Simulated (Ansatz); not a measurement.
The figure comes from a scan of Al (fcc, Cu type): one Al atom of a 4-atom cell moves by s along Cartesian x, with its periodic images. Method: r2SCAN (plane waves to 500 eV, PAW, scalar-relativistic; Ansatz, a quantum-chemistry and plane-wave program). k mesh 9×9×9 (Γ-centred), Fermi-Dirac smearing 0.05 eV. With partly filled bands, energies and forces of such displacements shift with the k mesh and the smearing. F∥ is the force on the atom along that direction. On this mesh the relaxed cell isn't quite at rest: it carries a pressure of 0.3 GPa (compression positive) at the zero of the scan. Al was relaxed with its symmetry unable to fall. 

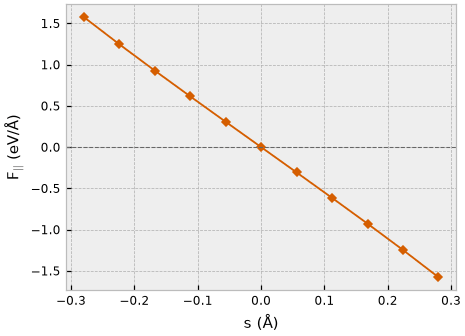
F∥ (eV/Å) against s (Å); one marker a computed point.

Q: List the plotted points as numbers.

A: To the nearest 0.05:

```tsv
s (Å)	F∥ (eV/Å)
-0.280	1.60
-0.224	1.25
-0.168	0.95
-0.112	0.60
-0.056	0.30
0.000	0.00
0.056	-0.30
0.112	-0.60
0.168	-0.95
0.224	-1.25
0.280	-1.60
```

(For displaced atoms, the force is minus the slope of the energy, and its curvature is a force constant, which sets phonon frequencies.)
